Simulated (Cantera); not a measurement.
Charge: 1 mol H₂S, 0.48 mol H₂O, 50 mol N₂, equilibrated at 13.5 Torr.

Equilibrium computed with Cantera from the NASA thermochemical tables; the gas is ideal and each condensed phase is pure. Candidate condensed phases: H₂O, H₂SO₄, S; 35 gas species. Rates play no part.

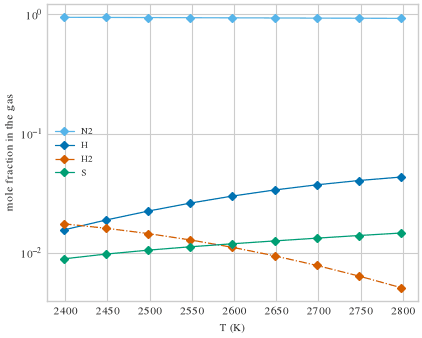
Figure: Equilibrium gas composition (values under 1e-9 drawn at 1e-9)

From 2398 K to 2798 K nothing is condensed.
